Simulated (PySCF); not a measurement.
# C3H12AlN (SMILES C[N+](C)(C)[AlH3-]) at 6 levels

We compute a comparison of 6 runs (BHLYP/6-31G*, BLYP/6-31G*, M06-2X/6-31G*, PBE0/6-31G*, SVWN5/6-31G*, CCSD(T)/6-31G*) of C3H12AlN. 

The results are computed with PySCF 2.14.0.

### 1 The molecule

C3H12AlN: 17 atoms, total charge 0, spin state singlet. SMILES: `C[N+](C)(C)[AlH3-]`. Geometry: relaxed at PBE0-D4/def2-TZVP.

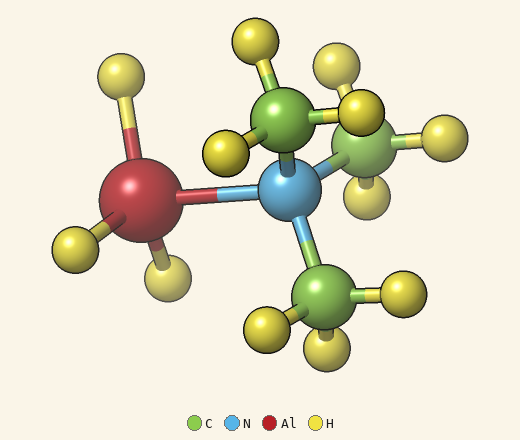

Viewed from a chosen angle; carbon green, nitrogen blue, aluminium red, hydrogen yellow.

### 2 The energy at BHLYP/6-31G(d) (spherical functions) (run 1)

The input, mol.xyz:

```xyz
17
C3H12AlN
C     -0.410030     0.333490    -1.422360
N      0.091540    -0.040900    -0.095470
C      1.374430     0.621560     0.164800
C      0.248370    -1.496930    -0.007280
Al    -1.266110     0.565730     1.320390
H     -0.544290     1.414480    -1.463590
H      0.293440     0.022320    -2.203250
H     -1.374660    -0.145770    -1.589950
H      1.721230     0.353090     1.162760
H      1.236220     1.701960     0.121050
H      2.123090     0.318450    -0.576240
H      0.596680    -1.760740     0.991400
H      0.969260    -1.853650    -0.751970
H     -0.717070    -1.973220    -0.178530
H     -1.270920     2.146180     1.036030
H     -2.552060    -0.268800     0.842230
H     -0.519120     0.062750     2.649950
```

The input, job.py:

```python
from pyscf import gto, dft

mol = gto.M(
    atom='mol.xyz',
    max_memory=1860,
    verbose=3,
    basis='6-31g*',
)

ks = dft.RKS(mol)
ks.xc = 'bhandhlyp'
ks.grids.level = 5
ks.conv_tol = 1e-10
ks.kernel()
if not ks.converged:
    ks = ks.newton().run(ks.mo_coeff, ks.mo_occ)

e_final = ks.e_tot
print('E = %.10f Eh' % e_final)
```

Launch:

```bash
$ OMP_NUM_THREADS=1 python job.py
```

The log of the run:

```text
converged SCF energy = -418.579970460138
E = -418.5799704601 Eh
```

It took 33 s on 1 thread of Intel Xeon at 2.70GHz, shared host; peak memory 0.52 GiB.

### 3 The energy at BLYP/6-31G(d) (spherical functions) (run 2)

The input, calc.py:

```python
# C[N+](C)(C)[AlH3-]
from pyscf import gto, dft

mol = gto.M(
    atom='''
C   -0.410030   0.333490  -1.422360
N    0.091540  -0.040900  -0.095470
C    1.374430   0.621560   0.164800
C    0.248370  -1.496930  -0.007280
Al  -1.266110   0.565730   1.320390
H   -0.544290   1.414480  -1.463590
H    0.293440   0.022320  -2.203250
H   -1.374660  -0.145770  -1.589950
H    1.721230   0.353090   1.162760
H    1.236220   1.701960   0.121050
H    2.123090   0.318450  -0.576240
H    0.596680  -1.760740   0.991400
H    0.969260  -1.853650  -0.751970
H   -0.717070  -1.973220  -0.178530
H   -1.270920   2.146180   1.036030
H   -2.552060  -0.268800   0.842230
H   -0.519120   0.062750   2.649950
''',
    verbose=3,
    max_memory=1860,
    charge=0,
    basis='6-31g*',
)

mf = dft.RKS(mol, xc='blyp')
mf.conv_tol = 1e-10
mf.grids.level = 5
mf.kernel()
if not mf.converged:
    mf = mf.newton().run(mf.mo_coeff, mf.mo_occ)

e_final = mf.e_tot
print('Final energy', e_final)
```

Launch:

```bash
$ OMP_NUM_THREADS=1 python calc.py
```

The log of the run:

```text
converged SCF energy = -418.569001770192
Final energy -418.569001770192
```

Wall time 43 s (1 thread of Intel Xeon at 2.70GHz, shared host); peak memory 0.52 GiB.

### 4 A single-point energy at M06-2X/6-31G(d) (spherical functions) (run 3)

The input, job.py:

```python
# C[N+](C)(C)[AlH3-]
from pyscf import gto, dft

mol = gto.M(
    atom='''
C   -0.410030   0.333490  -1.422360
N    0.091540  -0.040900  -0.095470
C    1.374430   0.621560   0.164800
C    0.248370  -1.496930  -0.007280
Al  -1.266110   0.565730   1.320390
H   -0.544290   1.414480  -1.463590
H    0.293440   0.022320  -2.203250
H   -1.374660  -0.145770  -1.589950
H    1.721230   0.353090   1.162760
H    1.236220   1.701960   0.121050
H    2.123090   0.318450  -0.576240
H    0.596680  -1.760740   0.991400
H    0.969260  -1.853650  -0.751970
H   -0.717070  -1.973220  -0.178530
H   -1.270920   2.146180   1.036030
H   -2.552060  -0.268800   0.842230
H   -0.519120   0.062750   2.649950
''',
    basis='6-31g*',
    verbose=4,
    max_memory=1860,
)

mf = dft.RKS(mol)
mf.xc = 'm06-2x'
mf.grids.level = 5
mf.conv_tol = 1e-10
mf.kernel()
if not mf.converged:
    mf = mf.newton().run(mf.mo_coeff, mf.mo_occ)

energy = mf.e_tot
print('E(%s) = %.9f' % ('M06-2X', energy))
```

Launch:

```bash
$ OMP_NUM_THREADS=1 python job.py
```

The log of the run:

```text
PySCF version 2.14.0

[... 84 lines left out ...]
converged SCF energy = -418.575986885006
E(M06-2X) = -418.575986885
```

Wall time 56 s (1 thread of Intel Xeon at 2.70GHz, shared host); peak memory 0.57 GiB.

Runs 4 to 5 aren't shown in full; the table further down has their settings and results.

### 5 The energy at CCSD(T)/6-31G(d) (spherical functions) (run 6)

The input, run.py:

```python
# C[N+](C)(C)[AlH3-]
from pyscf import gto, scf, cc

mol = gto.Mole()
mol.atom = '''
C     -0.774844     0.630205    -2.687871
N      0.172986    -0.077290    -0.180412
C      2.597296     1.174578     0.311427
C      0.469351    -2.828788    -0.013757
Al    -2.392601     1.069075     2.495175
H     -1.028559     2.672980    -2.765784
H      0.554521     0.042179    -4.163539
H     -2.597731    -0.275465    -3.004570
H      3.252653     0.667243     2.197298
H      2.336117     3.216238     0.228751
H      4.012059     0.601783    -1.088936
H      1.127562    -3.327316     1.873474
H      1.831636    -3.502891    -1.421017
H     -1.355066    -3.728845    -0.337373
H     -2.401691     4.055692     1.957813
H     -4.822694    -0.507958     1.591584
H     -0.980995     0.118580     5.007680
'''
mol.charge = 0
mol.spin = 0
mol.basis = '6-31g*'
mol.max_memory = 1860
mol.verbose = 4
mol.unit = 'bohr'
mol.build()

hf = scf.RHF(mol)
hf.conv_tol = 1e-10
hf.kernel()
if not hf.converged:
    hf = hf.newton().run(hf.mo_coeff, hf.mo_occ)

mycc = cc.CCSD(hf, frozen=9)
mycc.kernel()
e_t = mycc.ccsd_t()
e_tot = mycc.e_tot + e_t
print('Final energy', e_tot)
```

Launch:

```bash
$ OMP_NUM_THREADS=1 python run.py
```

The log of the run:

```text
PySCF version 2.14.0

[... 71 lines left out ...]
converged SCF energy = -416.928684857697
[... 12 lines left out ...]
Init t2, MP2 energy = -417.547728668736  E_corr(MP2) -0.619043811039612
[... 11 lines left out ...]
CCSD converged
[... 2 lines left out ...]
Final energy -417.6337206455332
```

Run time: 74 s. Hardware: 1 thread of Intel Xeon at 2.70GHz, shared host; peak memory 0.66 GiB.

### 6 Overview of the runs

```tsv
run	level	integration grid	frozen core orbitals	energy (Eh)	dipole moment (D) of the reference	HOMO energy (eV)	LUMO energy (eV)	wall time
1	BHLYP/6-31G* (spherical functions)	5	–	-418.579970	5.43	-8.45	1.70	33 s
2	BLYP/6-31G* (spherical functions)	5	–	-418.569002	5.36	-5.87	0.22	43 s
3	M06-2X/6-31G* (spherical functions)	5	–	-418.575987	5.41	-8.39	1.42	56 s
4	PBE0/6-31G* (spherical functions)	5	–	-418.359217	5.40	-7.26	0.84	49 s
5	SVWN5/6-31G* (spherical functions)	5	–	-416.002125	5.34	-6.02	-0.25	27 s
6	CCSD(T)/6-31G* (spherical functions)	–	9	-417.633721	5.52	-10.38	3.70	74 s
```

### 7 Summary of results

| quantity | value |
| --- | --- |
| run 6: total energy | -417.63372 Eh |
| run 6: dipole moment (Hartree–Fock density) | 5.52 D |
| run 6: HOMO energy (Hartree–Fock orbitals) | -10.38 eV |
| run 6: LUMO energy (Hartree–Fock orbitals) | 3.70 eV |
| run 6: HOMO–LUMO gap (Hartree–Fock orbitals) | 14.08 eV |
| run 6: correlation energy (9 core orbitals frozen) | -705.0 mEh |
| run 6: (T) correction | -18.47 mEh |
| run 6: T1 diagnostic | 0.010 |

**Reading.** Over runs 1, 2, 3, 4, 5 the dipole moment (its size) runs from 5.34 D (SVWN5/6-31G*) to 5.43 D (BHLYP/6-31G*). Over runs 1, 2, 3, 4, 5 the HOMO–LUMO gap runs from 5.77 eV (SVWN5/6-31G*) to 10.14 eV (BHLYP/6-31G*). Totals of different functionals can't be ranked against each other. All runs together took 4.7 min, the longest 74 s.
